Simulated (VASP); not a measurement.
Band structure of SrVO₃ (cubic perovskite). Calculation: MS2 meta-GGA, VASP's PBE PAW potentials (set 64) (plane waves; VASP).

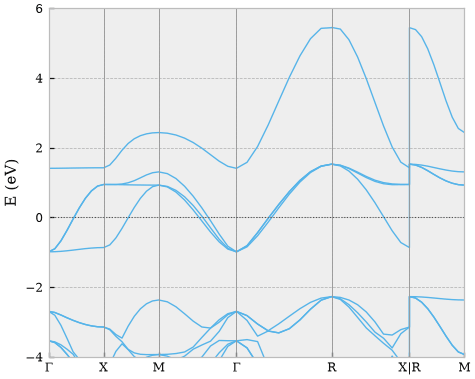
Figure. Bands along high-symmetry lines, zero at the valence-band maximum or, without a gap, the Fermi level

**Question.** Read the plot: is there a gap, and where are the band edges?

**Answer.** It has no gap at this level: it comes out as a metal or semimetal.

The compound is SrVO3 in the cubic perovskite structure. It was relaxed first. The run is not spin-polarised, so no magnetic state was tried. The electron count is odd and the run is not spin-polarised, which forces a metal.
